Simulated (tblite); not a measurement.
## Molecular dynamics of C$_{3}$H$_{9}$AsBN (part 3 of 3)

C$_{3}$H$_{9}$AsBN; GFN2-xTB Langevin dynamics, gas phase (tblite 0.8.0). 

Geometry of the input (Å):
```
C  2.5019  1.5557  0.7003
C  2.0598  0.7217  -0.0465
B  1.4955  -0.3249  -0.9915
N  1.0903  -1.5440  -0.4714
As -1.5670  -0.6951  1.0623
C  -2.0776  0.3596  -0.5183
H  2.8931  2.2849  1.3507
H  1.3880  -0.1087  -2.1406
H  0.7409  -2.3047  -1.0304
H  1.2311  -1.7940  0.4958
H  -0.5991  0.3164  1.5922
H  -2.6396  -0.1115  1.9454
H  -2.2558  1.4033  -0.2692
H  -2.9841  -0.0570  -0.9583
H  -1.2819  0.3061  -1.2593
```

**Trajectory as extended XYZ, continued**
```
15
Properties=species:S:1:pos:R:3:forces:R:3 step=29 time_fs=725.0 energy=-474.45352 temperature=819.7
C     0.5196    2.5482    1.1263    1.4282  -1.6005  -2.7096
C     0.9610    1.9787    0.1275   -1.0225   0.0105   2.5700
B     1.1566    0.8900   -0.9114   -0.1285   0.8847  -1.6829
N     1.9328   -0.2508   -0.9463    0.0670  -0.1128  -0.0148
As   -1.9234    0.3010    0.8540    0.0646   0.0065   1.3037
C    -1.1272   -1.4420    0.3590    1.2935   0.8635  -1.8768
H     0.3964    3.0896    1.9879   -0.3501   0.8190   0.8591
H     0.7016    1.1009   -1.9831   -0.1290   0.3838  -0.1020
H     2.2295   -0.6419   -1.8453   -0.3907  -0.0913   0.9825
H     2.1574   -0.7472   -0.1092    0.6876  -0.2427   0.0594
H    -3.4074   -0.0579    1.0221    0.2319  -0.3460  -0.4687
H    -1.9062   -0.0975    2.3556    0.2149   0.4424  -0.3668
H    -0.9903   -1.3342   -0.7966   -0.3219  -0.6680   1.7594
H    -1.8280   -2.1854    0.6347   -0.3572  -0.9276  -0.1069
H    -0.0963   -1.6880    0.7600   -1.2876   0.5785  -0.2057
15
Properties=species:S:1:pos:R:3:forces:R:3 step=30 time_fs=750.0 energy=-474.08211 temperature=569.5
C     0.4915    2.3714    1.2401   -0.9073   1.0095   0.8494
C     1.1656    1.6250    0.5848    0.0447  -0.9725  -2.8200
B     1.2064    0.8656   -0.8472   -0.9864   0.5320   0.7603
N     1.8084   -0.3851   -0.9336    1.2792   2.0528   2.7927
As   -1.9461    0.3156    0.8125   -0.8552   0.2093  -1.0025
C    -1.0367   -1.3875    0.3125   -0.1325   0.7105   0.9924
H    -0.1148    3.0373    1.8283    0.6778  -0.4386  -0.0074
H     0.3944    1.3388   -1.7054    1.2308  -0.7137   1.0343
H     1.7476   -1.0727   -1.6100    0.0022  -1.1485  -1.3592
H     2.5112   -0.5561   -0.1637   -1.1379  -0.2391  -1.3360
H    -2.9944   -0.4936    1.4815   -0.8197  -0.0120  -0.1839
H    -1.6104    0.5747    2.2231    0.9190  -0.1718   0.4148
H    -0.7681   -1.5669   -0.7124   -0.6731   0.0357  -0.3995
H    -1.6233   -2.1410    0.8188    0.2208  -0.5270  -0.4387
H    -0.1058   -1.2573    0.7979    1.1376  -0.3266   0.7033
15
Properties=species:S:1:pos:R:3:forces:R:3 step=31 time_fs=775.0 energy=-474.49850 temperature=645.7
C     0.6083    2.1803    1.5478    1.6029  -1.8811  -1.5437
C     1.1249    1.4102    0.7356   -0.8382   1.8550   2.1177
B     1.2862    0.7337   -0.5733   -1.1202   0.7048  -0.8843
N     1.8893   -0.4425   -0.9145   -0.9415   0.5460  -2.2117
As   -1.9595    0.3616    0.7419   -0.0392  -1.2093   0.9015
C    -0.9599   -1.3895    0.3263   -0.5171   1.1609   1.2534
H     0.4554    2.6332    2.4677   -0.3046   0.5320   0.5096
H     0.5660    1.2592   -1.4113    0.6516  -0.2868   0.2422
H     1.6412   -0.6989   -1.8703    0.4661  -0.2259   0.3798
H     2.3159   -1.1806   -0.4554    0.9625  -0.9949   1.2040
H    -3.1686   -0.3556    1.5004    0.6500   0.3981  -0.3535
H    -1.2233    0.5711    2.0722   -0.5791  -0.1833  -0.2993
H    -1.0440   -1.4192   -0.7157    0.3466  -0.2522  -1.5758
H    -1.3690   -2.3078    0.7114   -0.2794  -0.0541   0.4259
H     0.0600   -1.2505    0.6668   -0.0604  -0.1090  -0.1658
15
Properties=species:S:1:pos:R:3:forces:R:3 step=32 time_fs=800.0 energy=-474.58879 temperature=542.8
C     0.9402    1.9882    1.8903   -0.8046   0.1994   0.0236
C     1.0330    1.3636    0.8583    0.6071  -0.8532  -1.7611
B     1.2726    0.6824   -0.6435   -0.5097   2.1909   2.4208
N     1.9230   -0.4634   -0.9312    2.6644  -2.5253   0.2710
As   -1.9232    0.3880    0.6664    0.7042   0.9773   0.0307
C    -1.0930   -1.3285    0.3341    0.8138  -0.0857   0.3281
H     0.5550    2.5652    2.7239    0.7125  -0.5773  -0.6303
H     0.9173    1.3149   -1.5486   -0.4574   0.1901  -0.1488
H     2.0850   -0.7737   -1.8884   -0.3386   0.3235   0.2379
H     2.6038   -1.0515   -0.3518   -1.6274   1.1793  -0.4933
H    -3.3179   -0.0874    0.8600   -0.2293  -0.3934   0.2626
H    -1.5699    0.3308    2.1235   -0.4009   0.0659   0.0574
H    -1.3525   -1.6032   -0.6630    0.2634  -0.2979  -0.9021
H    -1.5003   -2.0767    0.9649   -0.5621  -0.7684   0.7449
H     0.0064   -1.3668    0.5188   -0.8354   0.3747  -0.4413
15
Properties=species:S:1:pos:R:3:forces:R:3 step=33 time_fs=825.0 energy=-474.80710 temperature=545.0
C     1.1465    1.8599    1.8952    0.7087   0.3902   2.1520
C     1.1532    1.2818    0.8463   -0.0059   0.0465  -0.5839
B     1.2798    0.8204   -0.5897   -1.6466   2.0264   0.4086
N     1.9324   -0.3083   -0.8151    1.6662  -2.5455   1.1136
As   -1.8596    0.4608    0.6175   -0.5555  -0.5630  -0.0764
C    -1.2350   -1.4368    0.3737   -0.7661  -0.4863   0.6511
H     1.3826    2.1643    2.9150   -0.5755  -0.1201  -1.0924
H     0.7422    1.3753   -1.4526   -0.0338   0.3733  -0.3490
H     2.2308   -0.6877   -1.6632    0.1394  -0.4449  -1.5189
H     2.3094   -0.8796   -0.0585   -0.0601   0.3172  -0.1331
H    -3.2738    0.1780    0.1957   -0.1808   0.0183  -0.1466
H    -2.3993    0.3330    2.0272    0.2706  -0.1061  -0.0657
H    -1.4333   -1.8732   -0.6248    0.2552   0.5746   0.4745
H    -1.5306   -2.2188    1.1265   -0.1747   0.9203  -0.5176
H    -0.1999   -1.2582    0.5551    0.9591  -0.4007  -0.3164
15
Properties=species:S:1:pos:R:3:forces:R:3 step=34 time_fs=850.0 energy=-474.51241 temperature=596.7
C     1.3866    1.8247    1.9673   -0.4691  -1.7419  -3.6881
C     1.2536    1.3223    0.8536    0.1906   1.5327   3.2676
B     1.2819    0.9079   -0.5650    0.0567   1.2624  -0.6299
N     2.0290   -0.1853   -0.8341   -0.0421  -1.8104  -3.9616
As   -1.8159    0.5331    0.6447   -0.0891  -0.2509  -0.4172
C    -1.4707   -1.4027    0.4239   -1.3903  -1.3510  -1.3616
H     1.1568    2.3406    2.7982   -0.0162   0.9384   2.0096
H     0.9286    1.7176   -1.3437   -0.2356  -0.4023  -0.2154
H     2.0888   -0.6598   -1.8210    0.0572   1.1564   2.4347
H     2.3694   -0.7456   -0.1087    0.5697  -0.9315   0.8077
H    -3.2304    0.4823    0.1183    0.0568  -0.0544  -0.4601
H    -2.5250    0.2093    1.8785    0.0272   0.2017   0.9629
H    -1.4992   -1.8169   -0.6666    0.1387   0.9263   1.6398
H    -2.2527   -1.9691    0.9820    0.2305   0.3589  -0.5086
H    -0.5667   -1.7387    0.8771    0.9149   0.1657   0.1202
15
Properties=species:S:1:pos:R:3:forces:R:3 step=35 time_fs=875.0 energy=-474.45285 temperature=536.0
C     1.4744    1.7425    2.0534    1.2661   0.6728   4.9914
C     1.3034    1.5715    0.9020    0.2670  -1.4627  -4.9431
B     1.4134    1.0404   -0.6182   -0.2930  -0.2589   0.7532
N     2.0175   -0.1805   -0.9747    0.3779   1.9811   4.9751
As   -1.7375    0.6125    0.7004   -0.1732   0.2534   0.9214
C    -1.7291   -1.3626    0.5035    1.1394   0.2360   0.2282
H     1.7553    1.8971    3.1283   -0.8092  -0.1043  -1.8905
H     0.9170    1.5170   -1.5783   -0.1829   0.4214   0.4708
H     1.9858   -0.4518   -1.8601   -0.0463  -1.4066  -4.3165
H     2.6612   -0.7240   -0.4051   -0.4450   0.1594  -0.0001
H    -3.1450    0.9425    0.2061    0.1158  -0.4561  -0.0896
H    -2.3732    0.6769    2.1287    0.3430  -0.1392  -0.5387
H    -1.2946   -1.5102   -0.4681    0.2577  -0.1335  -0.6682
H    -2.7040   -1.7430    0.4632   -1.3410  -0.6093   0.1833
H    -1.0978   -1.9801    1.1828   -0.4765   0.8466  -0.0767
15
Properties=species:S:1:pos:R:3:forces:R:3 step=36 time_fs=900.0 energy=-474.37208 temperature=471.8
C     1.5753    1.6676    2.0420    0.0635  -0.8107  -4.4840
C     1.6137    1.4336    0.8254   -0.5617   1.4484   5.2554
B     1.4051    1.1313   -0.5886    0.2151   0.2320  -0.8901
N     2.0958    0.0310   -0.9797    0.6512  -2.4003  -3.7871
As   -1.5707    0.6326    0.7390   -0.3116  -0.2000  -1.7183
C    -1.8817   -1.3152    0.5617    1.0807  -0.2614   2.7825
H     1.4823    1.9764    3.0075    0.1451   0.2843   1.4611
H     0.8290    1.7997   -1.3458   -0.1194   0.1395  -0.0854
H     2.1151   -0.2607   -2.0555   -0.0053   0.5052   2.9180
H     2.5658   -0.6630   -0.3944   -0.2375   0.6169  -0.3721
H    -3.0481    0.8037    0.2794    0.5019   0.3808   0.3462
H    -1.9451    0.6871    2.1153   -0.5298   0.0313   1.2015
H    -1.2605   -1.8110   -0.1011    0.9180  -0.4247  -2.1765
H    -2.9031   -1.4963    0.3946   -1.0155  -0.4464  -0.2085
H    -1.5283   -1.8922    1.4776   -0.7946   0.9051  -0.2428
15
Properties=species:S:1:pos:R:3:forces:R:3 step=37 time_fs=925.0 energy=-474.65377 temperature=545.6
C     1.6896    1.6910    2.1328    0.7175   0.0500   3.2054
C     1.6949    1.2720    1.0170    0.2705  -0.0981  -2.5619
B     1.6567    1.1797   -0.5431   -0.4752   0.5029   0.5421
N     2.2052    0.0752   -1.1644   -0.7858   0.9388  -0.2184
As   -1.4269    0.6450    0.7340    0.3816  -0.4566  -0.3118
C    -1.9850   -1.2930    0.5184    0.2223  -0.5439   1.5237
H     1.8916    1.7482    3.2162   -0.5277   0.1746  -1.4624
H     1.1280    2.0817   -1.1188    0.1471  -0.4755   0.0413
H     2.0690   -0.3099   -2.0714   -0.0642   0.3372  -0.6267
H     2.6996   -0.5396   -0.6019    0.9408  -1.3915   1.1291
H    -2.6591    1.3409    0.2833   -0.4228  -0.1706  -0.2068
H    -1.9147    0.8709    2.1103   -0.1432  -0.1678   0.3595
H    -1.2204   -1.7779   -0.1032   -0.5357   0.2806  -0.4092
H    -3.0289   -1.4189    0.1473    1.0124  -0.0977   0.3081
H    -1.8080   -1.8699    1.5176   -0.7375   1.1176  -1.3119
15
Properties=species:S:1:pos:R:3:forces:R:3 step=38 time_fs=950.0 energy=-474.34775 temperature=503.5
C     1.7015    1.6141    2.2837    0.4748  -0.5208  -1.8314
C     1.9845    1.3169    1.1546   -0.3620  -0.4485  -2.0679
B     1.8870    1.1500   -0.4155    0.3728  -0.3851   0.3064
N     2.2105    0.0701   -1.2659    0.7399  -0.7570  -0.0931
As   -1.3213    0.6594    0.7033   -0.0050   0.3309   0.5688
C    -1.9206   -1.1663    0.4357   -1.7329  -1.0558  -1.1674
H     1.3165    1.9567    3.1401   -0.4842   0.6494   2.3483
H     1.4273    2.0695   -1.0476    0.3613  -0.2261   0.5936
H     2.3516    0.3582   -2.2287   -0.4055  -0.2157   0.1153
H     2.5527   -0.9343   -1.2046   -0.5610   1.9187   0.6844
H    -2.5431    1.2434    0.0405    0.0413   0.0211  -0.1003
H    -2.1197    0.7530    2.0284    0.3430   0.0409  -0.3816
H    -1.5630   -1.7193   -0.4707   -0.2888   1.0309   0.1615
H    -3.0603   -1.0649    0.3801    1.3777  -0.6045  -0.0377
H    -1.6891   -1.9095    1.1786    0.1286   0.2217   0.9009
15
Properties=species:S:1:pos:R:3:forces:R:3 step=39 time_fs=975.0 energy=-474.43030 temperature=492.7
C     1.6482    1.4677    2.2516    1.9055  -0.0785   0.2443
C     2.1248    1.2583    1.1381   -0.6965   0.1876   2.2432
B     2.1651    1.2441   -0.3546   -0.9488   0.4287  -1.4207
N     2.2314    0.1559   -1.2227   -0.3401   0.3369  -0.8768
As   -1.2721    0.6727    0.6305    0.6753   0.0939  -1.0741
C    -1.8601   -1.1620    0.2067   -0.7957   0.8682  -1.7768
H     1.7523    1.6325    3.3471   -0.6659  -0.3073  -1.6944
H     1.7905    2.2710   -0.8676    0.2247  -0.3770   0.1969
H     1.8436    0.2154   -2.1811    0.6633   0.1304   0.9662
H     2.6586   -0.7364   -1.0770   -0.0505  -0.3076   0.3993
H    -2.3078    1.3352   -0.2672    0.0821  -0.1419   0.1230
H    -2.0611    1.1210    1.7599   -0.7172  -0.2277   0.7617
H    -1.7172   -1.2107   -0.8958   -0.3878   0.4439   0.0666
H    -2.8694   -1.5105    0.3752   -0.2025   0.1827   0.3947
H    -1.1677   -1.8951    0.4478    1.2541  -1.2323   1.4469
15
Properties=species:S:1:pos:R:3:forces:R:3 step=40 time_fs=1000.0 energy=-474.27182 temperature=697.8
C     1.8637    1.3153    2.2753   -1.4679  -0.4285   1.6257
C     2.0802    1.2752    1.1043    0.2253   0.1547  -2.6982
B     2.1729    1.4627   -0.4484    0.7310   0.4075   1.0509
N     2.2387    0.2955   -1.1947   -0.6614   0.7909   2.3791
As   -1.2260    0.6821    0.6330    0.0306  -0.7631  -0.4785
C    -1.7269   -1.1608   -0.0272   -1.1967   0.8717  -0.1611
H     1.2298    1.1429    3.1133    0.8353   0.2461   0.3158
H     2.2124    2.5877   -0.7259    0.1277   0.1759  -0.7191
H     2.4087    0.0191   -2.1145   -0.0069  -0.1863  -1.1348
H     1.9433   -0.3681   -0.4981    0.3183  -1.1285  -0.7634
H    -2.2759    1.3082   -0.2103   -0.3351   0.2055   0.0958
H    -2.1832    0.3746    1.7379   -0.0622   0.5505   0.2043
H    -1.8815   -1.3659   -1.0758    0.2832   0.5208  -0.5166
H    -2.7137   -1.3418    0.4215    0.4653  -0.3637   0.0812
H    -0.9831   -1.8265    0.2970    0.7133  -1.0535   0.7189
```

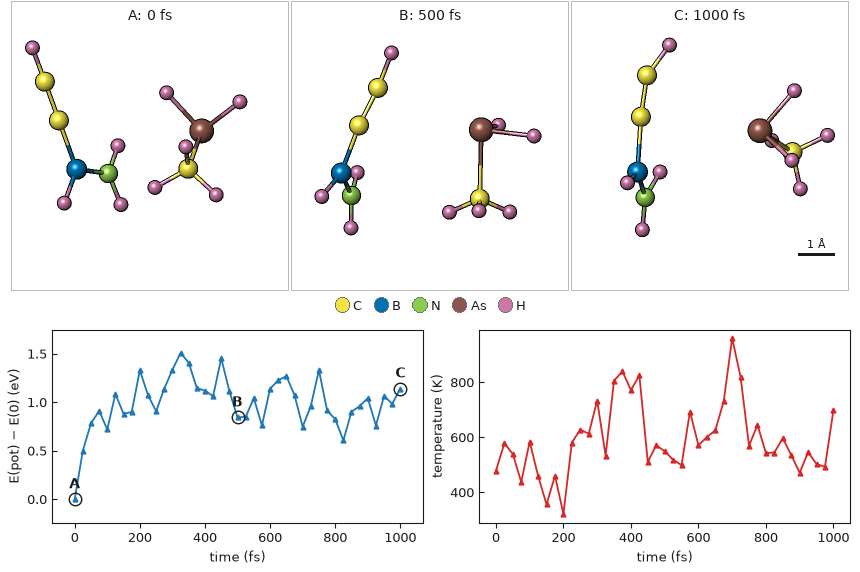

Fig. 1: Frames of the molecular dynamics (ball-and-stick, seen at a tilt) above the curves, on which the letters mark them. The trajectory kept here has 41 frames over 1000 fs. The temperature starts at 478 K, ranges from 322 to 960 K and averages 606 K over the second half. The potential energy ends 1.143 eV above its first value. After an unweighted best fit of the last frame on the first, the root-mean-square displacement is 1.75 Å, and H11 has moved furthest (3.20 Å).

**Summary**

- outcome: finished
- mean temperature over the second half: 606 K
- trajectory: 41 frames kept, 1000 fs
- wall time: 31 s
- peak memory: 0.19 GiB
